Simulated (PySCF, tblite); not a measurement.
# C₆H₁₀SSi: geometry, infrared bands and NMR shifts

What infrared bands and NMR shifts should C₆H₁₀SSi (`C#C[SiH2]/C(C)=C\SC`) show?

Computed with tblite 0.8.0 and PySCF 2.14.0, with density-fitted response routines of our own, on a single molecule in the gas phase. Atoms count from 0, in the outputs and in this text.

### Step 1. The molecule as given

18 atoms, charge 0, multiplicity 1; geometry from: force field or distance geometry start.

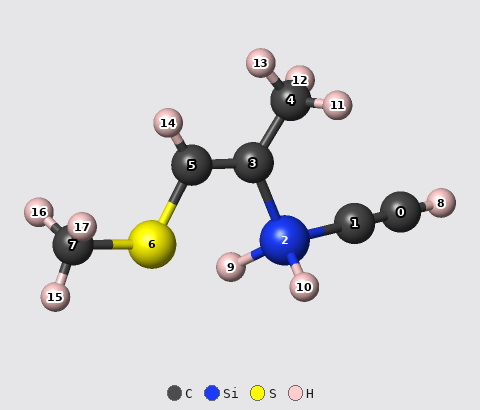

As it starts; carbon dark grey, silicon blue, sulfur yellow, hydrogen pink, atoms numbered; sticks join atoms by distance.

### Step 2. Optimising the geometry with GFN2-xTB

Job settings and geometry (Å):

```
{"job": {"kind": "relax", "xc": "GFN2-xTB", "basis": "xTB"}, "charge": 0, "multiplicity": 1}
C     -3.974900     1.110700    -0.505300
C     -2.826300     1.084600    -0.131300
Si    -1.085400     1.035600     0.431000
C     -0.365700    -0.611200     0.071800
C     -1.150800    -1.835000    -0.169500
C      0.977800    -0.671000     0.069700
S      1.809800     0.893500     0.398700
C      3.608900     0.669600     0.549400
H     -4.987300     1.154700    -0.827900
H     -0.333400     1.994700    -0.405600
H     -1.006800     1.380900     1.850300
H     -1.816900    -2.087500     0.677000
H     -1.720400    -1.772500    -1.121800
H     -0.434200    -2.708300    -0.248400
H      1.517300    -1.583500    -0.118500
H      4.011600     1.661800     0.863900
H      3.989100     0.411200    -0.479300
H      3.779000    -0.122000     1.289900
```

Launch:

```console
> OMP_NUM_THREADS=1 python probes_run.py task.json out
```

This one command runs all jobs of the session in turn.

Log:

```text
step      E/eV     max force
  0    -620.02763    1.685
  1    -620.14705    2.062
  2    -620.14777    3.337
  3    -620.21925    0.616
  4    -620.24120    0.483
  5    -620.27223    0.585
  6    -620.30073    0.371
  7    -620.31284    0.345
  8    -620.33297    0.268
  9    -620.34776    0.322
 10    -620.36073    0.329
 11    -620.36985    0.362
 12    -620.37866    0.348
 13    -620.38852    0.326
 14    -620.40175    0.446
 15    -620.41736    0.392
 16    -620.43029    0.251
 17    -620.43930    0.232
 18    -620.44674    0.307
 19    -620.45307    0.314
 20    -620.45920    0.211
 21    -620.46498    0.159
 22    -620.47058    0.217
 23    -620.47677    0.313
 24    -620.48366    0.307
 25    -620.49006    0.201
 26    -620.49563    0.172
 27    -620.50062    0.144
 28    -620.50489    0.205
 29    -620.50898    0.197
 30    -620.51315    0.127
 31    -620.51700    0.156
 32    -620.52070    0.154
 33    -620.52431    0.159
 34    -620.52750    0.141
 35    -620.53001    0.090
 36    -620.53162    0.085
 37    -620.53253    0.061
 38    -620.53322    0.061
 39    -620.53382    0.057
 40    -620.53430    0.048
 41    -620.53475    0.044
 42    -620.53532    0.051
 43    -620.53614    0.063
 44    -620.53722    0.085
 45    -620.53834    0.083
 46    -620.53937    0.067
 47    -620.54046    0.083
 48    -620.54179    0.086
 49    -620.54311    0.099
 50    -620.54419    0.087
 51    -620.54514    0.072
 52    -620.54627    0.103
 53    -620.54774    0.098
 54    -620.54918    0.150
 55    -620.55019    0.084
 56    -620.55084    0.108
 57    -620.55156    0.078
 58    -620.55286    0.086
 59    -620.55373    0.067
 60    -620.55413    0.043
 61    -620.55436    0.037
 62    -620.55469    0.053
 63    -620.55509    0.090
 64    -620.55552    0.098
 65    -620.55580    0.072
 66    -620.55597    0.030
 67    -620.55609    0.024
 68    -620.55619    0.043
 69    -620.55626    0.029
 70    -620.55630    0.034
 71    -620.55633    0.015
 72    -620.55637    0.018
 73    -620.55639    0.012
 74    -620.55641    0.009
```

It took 0.55 s on 1 thread of Arm Neoverse V2, shared host; peak memory 0.18 GiB.

Along the way: (not every step is listed)

```csv
step,energy from step 0 (eV),largest force (eV/Å)
0,0.0000,1.6854
1,-0.1194,2.0623
2,-0.1201,3.3368
3,-0.1916,0.6161
4,-0.2136,0.4835
5,-0.2446,0.5847
6,-0.2731,0.3709
7,-0.2852,0.3446
8,-0.3053,0.2684
14,-0.3741,0.4458
20,-0.4316,0.2112
26,-0.4680,0.1715
32,-0.4931,0.1538
38,-0.5056,0.0608
44,-0.5096,0.0847
50,-0.5166,0.0872
56,-0.5232,0.1083
62,-0.5271,0.0531
68,-0.5286,0.0426
69,-0.5286,0.0288
70,-0.5287,0.0344
71,-0.5287,0.0146
72,-0.5287,0.0180
73,-0.5288,0.0121
74,-0.5288,0.0095
```

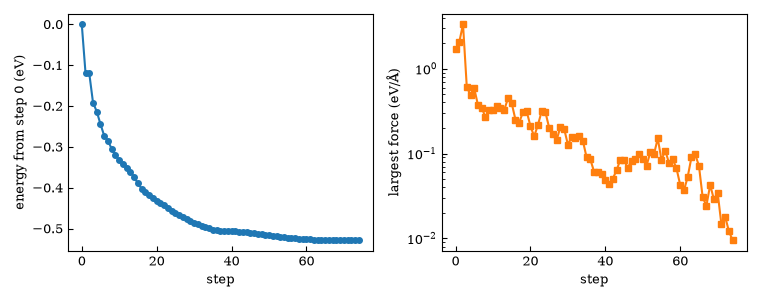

Energy and largest force along the relaxation.

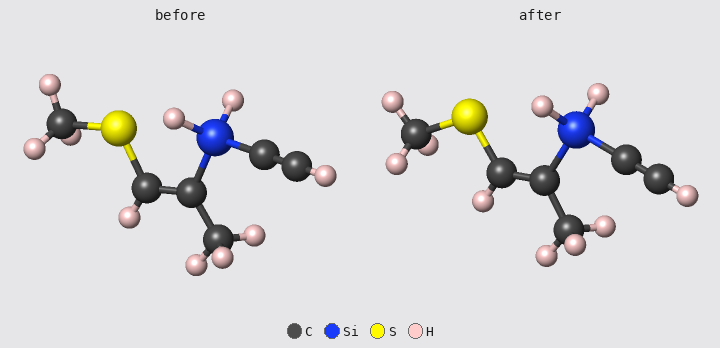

Before and after, at one scale.

Distances of close pairs at the start and the end, largest changes first:

```
  bond  before (Å)  after (Å)  change (Å)
Si2–C3       1.833      1.890      +0.057
 C5–S6       1.802      1.758      -0.045
C4–H13       1.132      1.089      -0.043
C7–H16       1.127      1.086      -0.040
C7–H15       1.116      1.085      -0.031
 C3–C4       1.474      1.501      +0.027
C4–H12       1.111      1.089      -0.022
C1–Si2       1.830      1.852      +0.022
```

The end geometry stands in the next job.

### Step 3. Vibrational analysis with GFN2-xTB

Job settings and geometry (Å):

```
{"job": {"kind": "ir", "xc": "GFN2-xTB", "basis": "xTB"}, "charge": 0, "multiplicity": 1}
C     -4.115934     0.693950    -0.533982
C     -2.994526     0.915544    -0.162493
Si    -1.266637     1.261736     0.408074
C     -0.278686    -0.322903     0.116510
C     -1.018350    -1.589676    -0.199496
C      1.048886    -0.338628     0.202977
S      2.037286     1.064719     0.581208
C      3.689713     0.305690     0.500973
H     -5.098316     0.499322    -0.858417
H     -0.724977     2.370548    -0.383564
H     -1.299724     1.579198     1.842066
H     -1.691721    -1.842732     0.618922
H     -1.629323    -1.455005    -1.091013
H     -0.334430    -2.422035    -0.361713
H      1.633396    -1.235775     0.046479
H      4.405677     1.094094     0.709533
H      3.859334    -0.096312    -0.494048
H      3.769572    -0.475419     1.252045
```

Log:

```text
mode    cm-1     km/mol
  1       4.2      1.07
  2      23.0      2.51
  3      75.0      0.28
  4     116.5      0.93
  5     128.8      0.45
  6     139.7      0.00
  7     202.7      0.39
  8     209.4      1.60
  9     230.4      0.94
 10     258.1      4.90
 11     310.0      0.58
 12     333.2      8.94
 13     430.1      0.87
 14     495.8    107.90
 15     569.6      6.28
 16     597.4     10.40
 17     651.0     43.31
 18     679.2     17.45
 19     682.7     40.06
 20     726.3     72.87
 21     732.9    422.68
 22     761.5    169.76
 23     790.6     19.25
 24     836.6     38.13
 25     939.0      1.01
 26     957.0     15.66
 27    1023.2      3.90
 28    1027.3     28.34
 29    1141.6     25.70
 30    1263.2     18.56
 31    1316.2      2.16
 32    1404.0      1.28
 33    1450.1      9.57
 34    1453.7      5.86
 35    1478.4      4.92
 36    1487.0      2.00
 37    1637.0     86.68
 38    2200.8    312.89
 39    2211.6     41.57
 40    2227.6    223.63
 41    2997.4     25.27
 42    3006.7     39.96
 43    3016.1     17.05
 44    3022.4      2.13
 45    3027.0     44.06
 46    3027.5     11.47
 47    3060.4      5.24
 48    3349.1      4.01
```

Run time: 0.66 s. Hardware: 1 thread of Arm Neoverse V2, shared host; peak memory 0.18 GiB.

The strongest bands and the atoms that carry them (share of the mass-weighted mode):

```
cm⁻¹  km/mol                                 atoms
 496   107.9  H10 28 %, H9 26 %, Si2 17 %, C3 13 %
 726    72.9                      C7 53 %, S6 31 %
 733   422.7           Si2 33 %, H10 20 %, H9 19 %
 762   169.8                     H9 43 %, H10 43 %
1637    86.7                      C3 54 %, C5 41 %
2201   312.9                              H10 95 %
2228   223.6                               H9 95 %
3027    44.1                              H14 84 %
```

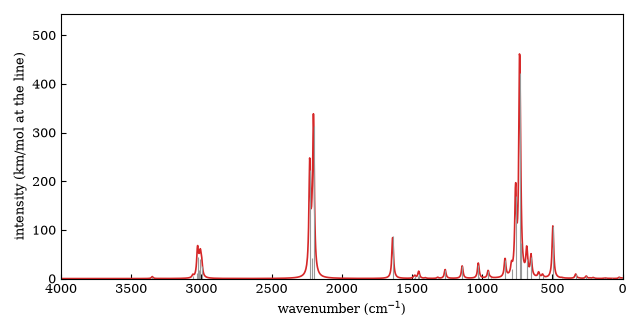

The infrared spectrum from these modes, unscaled. Lines are broadened to a width of 14 cm⁻¹ (Lorentzian).

### Step 4. NMR shieldings: PBE0/pcSseg-1

Settings changed since step 3:

```diff
@@ -1,2 +1,2 @@
-{"job": {"kind": "ir", "xc": "GFN2-xTB", "basis": "xTB"}, "charge": 0, "multiplicity": 1}
+{"job": {"kind": "nmr", "xc": "PBE0", "basis": "pcSseg-1"}, "charge": 0, "multiplicity": 1}
 C     -4.115934     0.693950    -0.533982
```

With the program's defaults for keys left out, this is: GIAO PBE0/pcSseg-1 NMR shielding, non-relativistic, gas phase.

Log:

```text
coarse grid: 15968 points
cycle   1  E = -921.5355120559  dE =  7.694e-01  |g| = 4.675e-01  |ddm| = 3.966e+00
cycle   2  E = -921.5198843144  dE =  1.563e-02  |g| = 5.245e-01  |ddm| = 1.052e+00
cycle   3  E = -921.5872854589  dE = -6.740e-02  |g| = 1.589e-01  |ddm| = 6.096e-01
cycle   4  E = -921.5935015032  dE = -6.216e-03  |g| = 4.317e-02  |ddm| = 1.631e-01
cycle   5  E = -921.5938813973  dE = -3.799e-04  |g| = 2.057e-02  |ddm| = 5.063e-02
cycle   6  E = -921.5939897347  dE = -1.083e-04  |g| = 4.692e-03  |ddm| = 2.163e-02
cycle   7  E = -921.5939947758  dE = -5.041e-06  |g| = 1.666e-03  |ddm| = 6.070e-03
final grid: 144640 points
cycle   8  E = -921.6460393642  dE = -2.942e-05  |g| = 1.032e-02  |ddm| = 3.785e-02
cycle   9  E = -921.6460186953  dE =  2.067e-05  |g| = 1.356e-02  |ddm| = 2.230e-02
cycle  10  E = -921.6460657031  dE = -4.701e-05  |g| = 1.722e-03  |ddm| = 1.406e-02
cycle  11  E = -921.6460663829  dE = -6.798e-07  |g| = 5.582e-04  |ddm| = 1.572e-03
cycle  12  E = -921.6460664613  dE = -7.840e-08  |g| = 1.416e-04  |ddm| = 6.091e-04
cycle  13  E = -921.6460664660  dE = -4.669e-09  |g| = 4.954e-05  |ddm| = 1.683e-04
cycle  14  E = -921.6460664666  dE = -6.207e-10  |g| = 1.144e-05  |ddm| = 6.767e-05
converged SCF energy = -921.6460664666

GIAO shielding tensors (ppm)
atom      isotropic    diamagn.    paramagn.     s11        s22        s33       span
  0 C       81.656     259.977    -178.321     -3.552     -1.761    250.282    253.835
  1 C      100.561     259.045    -158.484      3.885      9.488    288.309    284.424
  2 Si     425.814     881.034    -455.220    397.306    423.620    456.516     59.210
  3 C       58.455     262.321    -203.866    -45.230     52.113    168.480    213.710
  4 C      157.830     246.738     -88.908    142.765    149.863    180.861     38.096
  5 C       37.434     258.915    -221.481    -63.099     69.467    105.935    169.034
  6 S      493.607    1058.910    -565.302    328.372    455.715    696.735    368.362
  7 C      164.886     250.732     -85.846    143.783    163.030    187.845     44.061
  8 H       29.790      32.702      -2.912     24.480     24.872     40.017     15.538
  9 H       26.880      28.708      -1.828     22.489     27.424     30.727      8.238
 10 H       27.031      28.244      -1.213     22.975     26.446     31.673      8.698
 11 H       29.400      29.930      -0.530     25.590     27.892     34.717      9.127
 12 H       29.185      30.832      -1.647     24.744     28.668     34.143      9.399
 13 H       29.876      31.151      -1.275     25.887     29.196     34.544      8.657
 14 H       25.301      35.859     -10.558     22.302     23.893     29.709      7.406
 15 H       29.749      28.037       1.712     24.825     26.736     37.687     12.863
 16 H       29.278      30.099      -0.821     24.116     27.485     36.234     12.119
 17 H       29.239      29.635      -0.397     24.033     27.424     36.259     12.226
```

Wall time 42 s (1 thread of Arm Neoverse V2, shared host); peak memory 0.92 GiB.

The references, computed at this level on geometries of the same kind, shield at (ppm): 1H TMS 31.72, 13C TMS 186.9, 29Si TMS 349.2, 33S CS2 504. Their shielding less the atom's gives the shift. The references are single molecules in the gas phase. Atoms listed in one row are averaged.

| atoms | environment | σ (ppm) | δ (ppm) | δ scaled to CDCl3 |
| --- | --- | --- | --- | --- |
| C5 | alkene CH | 37.4 | 149.5 | 139.6 |
| C3 | fully substituted alkene carbon | 58.5 | 128.5 | 123.5 |
| C0 | terminal alkyne carbon | 81.7 | 105.3 | 100.8 |
| C1 | alkyne carbon | 100.6 | 86.4 | 82.4 |
| C4 | allylic methyl carbon | 157.8 | 29.1 | 26.5 |
| C7 | methyl carbon bonded to S | 164.9 | 22.0 | 15.2 |
| H14 | hydrogen on an alkene CH | 25.30 | 6.42 | 6.15 |
| H9, H10 | hydrogen on a silicon bonded to 2 C | 26.96 | 4.76 | – |
| H15, H16, H17 | hydrogen on a methyl carbon bonded to S | 29.42 | 2.29 | 2.27 |
| H11, H12, H13 | hydrogen on an allylic methyl carbon | 29.49 | 2.23 | 2.21 |
| H8 | hydrogen on a terminal alkyne carbon | 29.79 | 1.93 | 1.92 |
| Si2 | silicon bonded to 2 C, 2 H | 425.8 | -76.7 | – |
| S6 | sulfide sulfur | 494 | 10 | – |

The scaled column applies a straight-line fit of computed shieldings to shifts measured in CDCl3, with any fitted terms for Cl, Br or S neighbours (root-mean-square error 0.16 ppm for H, 1.9 ppm for C).

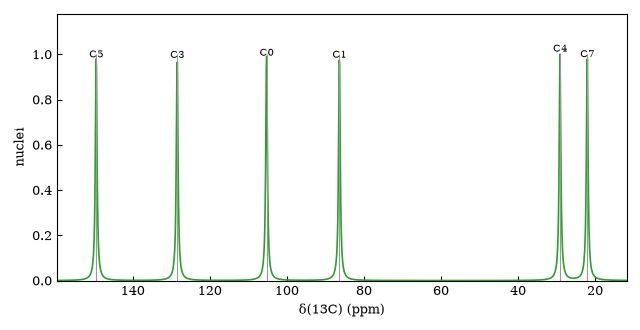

13C lines at the computed shifts, without couplings. Lines are broadened to a width of 0.51 ppm (Lorentzian).

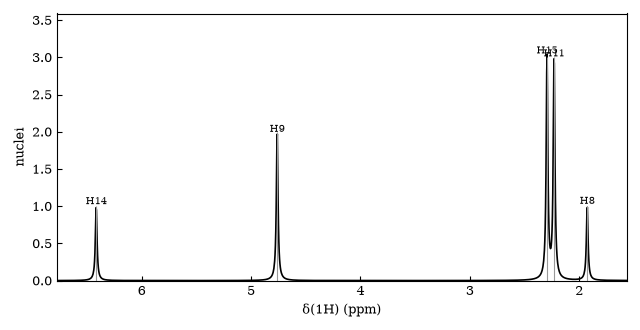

1H lines at the computed shifts, without couplings. Lines are broadened to a width of 0.02 ppm (Lorentzian).

The run also stored atomic charges by several schemes (e):

```
atoms  Mulliken    IAO  Hirshfeld  ESP fit
   C0     -0.19  -0.19      -0.09    -0.43
   C1     -0.20  -0.32      -0.15    -0.05
  Si2      0.76   0.75       0.34     0.35
   C3     -0.53  -0.28      -0.10     0.01
   C4     -0.17  -0.41      -0.12    -0.42
   C5     -0.18  -0.26      -0.07    -0.25
   S6      0.01   0.15       0.03    -0.10
   C7     -0.38  -0.50      -0.11    -0.45
```

ESP fit charges:

C0 -0.43; C1 -0.05; Si2 0.35; C3 0.01; C4 -0.42; C5 -0.25; S6 -0.10; C7 -0.45; H8 0.32; H9 -0.07; H10 -0.07; H11 0.14; H12 0.14; H13 0.11; H14 0.23; H15 0.22; H16 0.16; H17 0.16

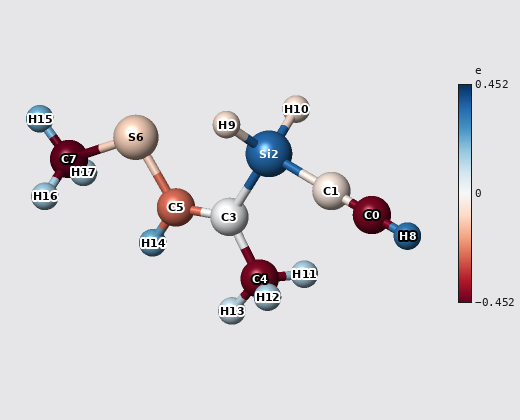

ESP fit charges, as colours on the atoms.

Mayer bond orders: C0–C1 2.55, C1–Si2 0.93, Si2–C3 0.85, C3–C4 1.06, C3–C5 1.84, C5–S6 1.04, S6–C7 1.00.

Orbitals, density, ELF and potential are computed afterwards from the orbital file.

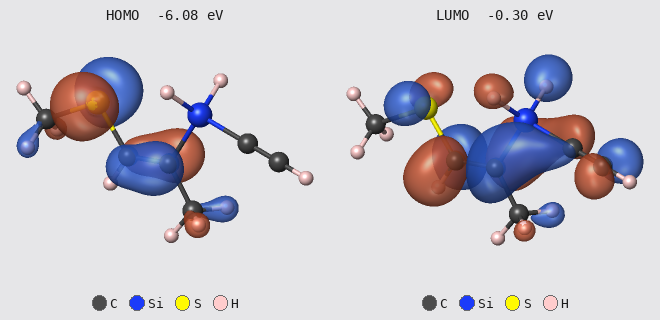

PBE0/pcSseg-1 orbitals near the gap, drawn at the value that encloses 70 % of each; the two colours are the two signs.

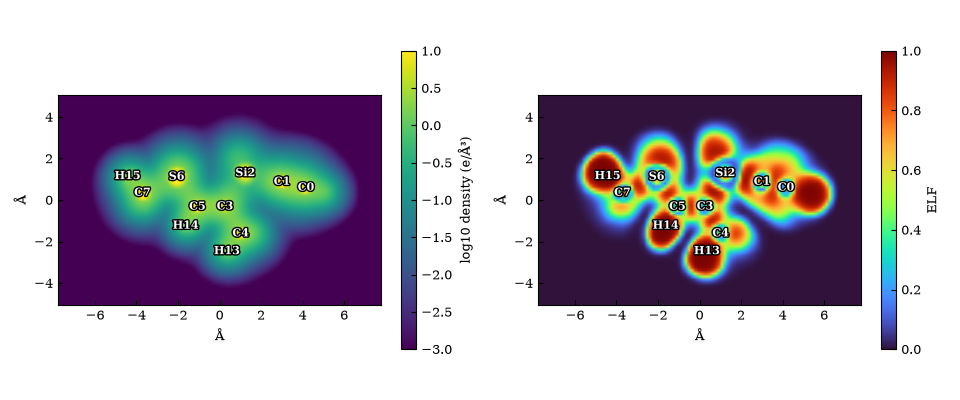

Density (left) and ELF (right) in a plane through or near 11 of the atoms.

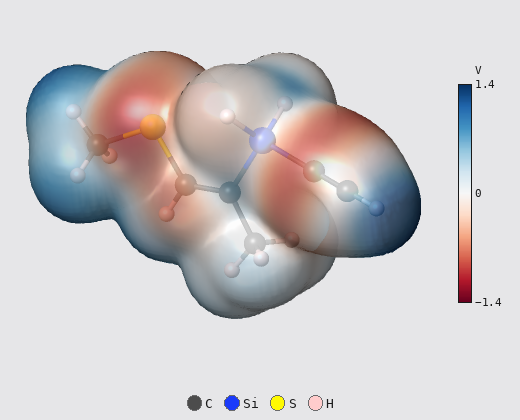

Electrostatic potential on the surface of density 0.002 e/bohr³; red is low, blue high. It runs from -0.88 V near S6 to 1.40 V near H8.

### Step 5. What came out

```
                                                              quantity                                      value
                             strongest single infrared mode (GFN2-xTB)                       733 cm⁻¹, 423 km/mol
                                          zero-point energy (GFN2-xTB)                              82.5 kcal/mol
                                13C shifts against TMS (PBE0/pcSseg-1)  149.5, 128.5, 105.3, 86.4, 29.1, 22.0 ppm
1H shifts against TMS (PBE0/pcSseg-1, means over atoms taken as alike)           6.42, 4.76, 2.29, 2.23, 1.93 ppm
                               29Si shifts against TMS (PBE0/pcSseg-1)                                  -76.7 ppm
                                33S shifts against CS2 (PBE0/pcSseg-1)                                     10 ppm
                                 surface potential, least and greatest                         -0.88 V and 1.40 V
```

In words: Over 74 steps the energy fell by 0.529 eV; of the close pairs, Si2–C3 changed most, 1.833 to 1.890 Å. No mode is imaginary among the 48: a minimum at this level. The strongest single mode, at 733 cm⁻¹, has its largest shares on Si2, H10 and H9 (the list is cut at 3 atoms). Unscaled tight-binding wavenumbers are off by several per cent, some by more. Its intensities can rank the bands wrongly. The most deshielded hydrogen is H14 (hydrogen on an alkene CH), at 6.42 ppm: attached to an sp2 carbon and in the plane of the double bond. At PBE0/pcSseg-1: The largest span, 368 ppm, is at S6, where the paramagnetic term is -565 ppm. By nearest atom (PBE0/pcSseg-1), the HOMO sits on S6 50 %; C3 24 % and the LUMO on C3, C5 about 22 % each; Si2 9 %.
